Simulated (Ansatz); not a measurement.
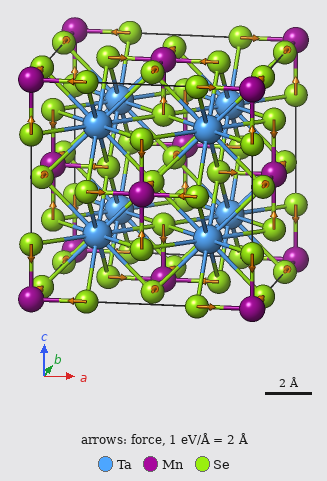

Starting geometry of a crystal of Ta₂MnSe₆ (a generated structure, set up in Fm-3m) (coarse preliminary run) with the computed forces as orange arrows. A ball-and-stick model of the conventional cell (4 times the calculation's cell), seen slightly off an axis. Lengths and directions refer to the drawn axes.

Computed with DFT PBE, scalar-relativistic, plane waves, PAW in Ansatz.

Input
```yaml
crystal:
  lattice:
    - [0.0, 4.98194394, 4.98194394]
    - [4.98194394, 0.0, 4.98194394]
    - [4.98194394, 4.98194394, 0.0]
  atoms:
    - { symbol: Ta, position: [0.25, 0.25, 0.25] }
    - { symbol: Ta, position: [0.75, 0.75, 0.75] }
    - { symbol: Mn, position: [0.0, 0.0, 0.0], spin: 4.0 }
    - { symbol: Se, position: [0.75, 0.25, 0.25] }
    - { symbol: Se, position: [0.25, 0.75, 0.75] }
    - { symbol: Se, position: [0.25, 0.75, 0.25] }
    - { symbol: Se, position: [0.75, 0.25, 0.75] }
    - { symbol: Se, position: [0.25, 0.25, 0.75] }
    - { symbol: Se, position: [0.75, 0.75, 0.25] }
basis:
  ecutwfc: 420
kpoints:
  mp_grid: { grid: [4, 4, 4] }
hamiltonian:
  xc: pbe
scf:
  occupations: { method: gaussian, width: 0.1 }
  lower_state_search: "off"
output:
  forces: true
  stress: true
  eigenvalues: true
  populations: true
magnetization:
  spin_polarized: true
relax:
  adjacent_minimum: "off"
  f_tol: 0.04
  max_steps: 70
  cell: { stress_tol: 0.4 }
```

Command:
```bash
ansatz run input.yaml --threads 1 --pin off --max-ram 2560MiB --backend cpu --events-out ev --progress --plain --runs-dir out
```

Question: Is this structure relaxed? If not, where do the atoms go?

Answer: It isn't relaxed: the largest force vector, on Se atoms, is 0.44 eV/Å. Measured relative to the changing cell, the final displacements run against the starting forces (cosine between the two patterns −1.00). The largest moves relative to the cell, 0.078 Å, are those of Se4, Se5, Se6, Se7, Se8 and Se9. Se8 goes along +c. Ta and Mn stay in place. The drawn cell changes as follows: a = b = c 9.964 → 8.996 Å (−9.7 %); the volume changes by −26.4 %. Near-neighbour distances that change, for instance: Se4–Se6 3.523 → 3.070 Å, Ta1–Se4 3.523 → 3.181 Å, Mn3–Se4 2.491 → 2.327 Å. Bond angles that change, for instance: Ta1–Se7–Ta1 180.0° → 177.2°. The space group stays Fm-3m (No. 225). After 3 accepted moves (5 points after the start) the energy has fallen by 3.075 eV per cell of the calculation. Largest force component: 0.44 eV/Å at the start, 0.00023 eV/Å at the end. Pressure: −11.82 GPa at the start and −0.02 GPa at the end. The line search rejected the trial step at point 3 of the run. At 1 point the geometry stayed and the basis and grid were re-selected for the new cell (energy shift of 5.3 meV per cell of the calculation at most each time). Cost: 4.2 min on 1 thread of Intel(R) Xeon(R) Processor @ 2.70GHz, with other jobs on the host, peak memory 0.8 GiB.
